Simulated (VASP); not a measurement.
Band structure of Ga (alpha). Level of theory: AM05 GGA, VASP's PBE PAW potentials (set 64) (plane waves; VASP).

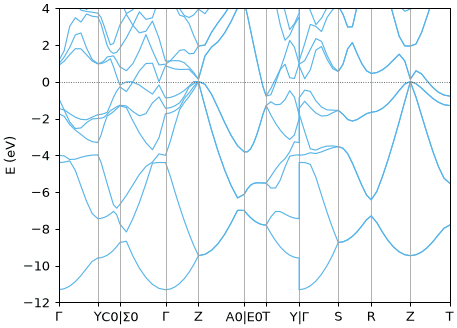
Bands along high-symmetry lines, zero at the valence-band maximum or, without a gap, the Fermi level

Read the plot: is there a gap, and where are the band edges?

It has no gap at this level: it comes out as a metal or semimetal. (Edges off the drawn lines would not show.)

The compound is Ga in the alpha structure. It was relaxed first.
